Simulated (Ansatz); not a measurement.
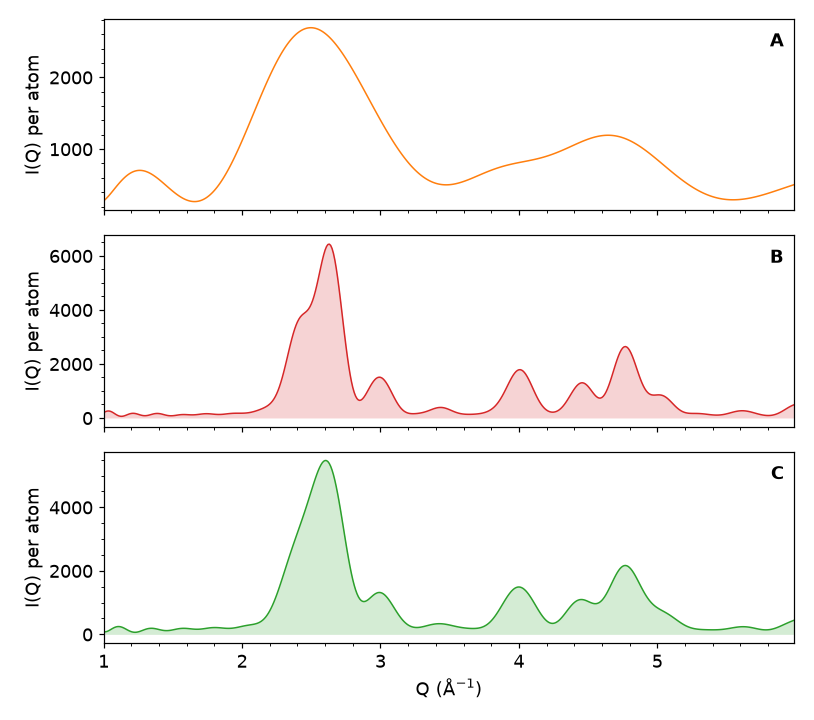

X-ray scattering of spheres cut from the crystal structure of Cd (P6_3/mmc, a = 3.117 Å, b = 3.117 Å, c = 9.923 Å, α = 90.00°, β = 90.00°, γ = 120.00°), calculated atom by atom with the Debye equation (B = 0.5 Å², no relaxation of the surface). Structure used: coordinates from a relaxation with DFT, PBEsol, plane waves (420 eV) with PAW, scalar-relativistic in Ansatz; the starting structure was generated, so it need not be a known form of this composition.

The spheres are 10, 28 and 36 Å across. Which curve is which?

Answer. curve A: 10 Å (21 atoms); curve B: 36 Å (1177 atoms); curve C: 28 Å (551 atoms). Peak widths go roughly as 2π/D, so the largest sphere has the sharpest peaks.

Index the main peaks of the largest sphere.

Answer. Q ≈ 2.63 Å⁻¹: 004 + 102; Q ≈ 2.99 Å⁻¹: 103; Q ≈ 4.01 Å⁻¹: 105 + 110; Q ≈ 4.46 Å⁻¹: 106; Q ≈ 4.77 Å⁻¹: 114 + 202.
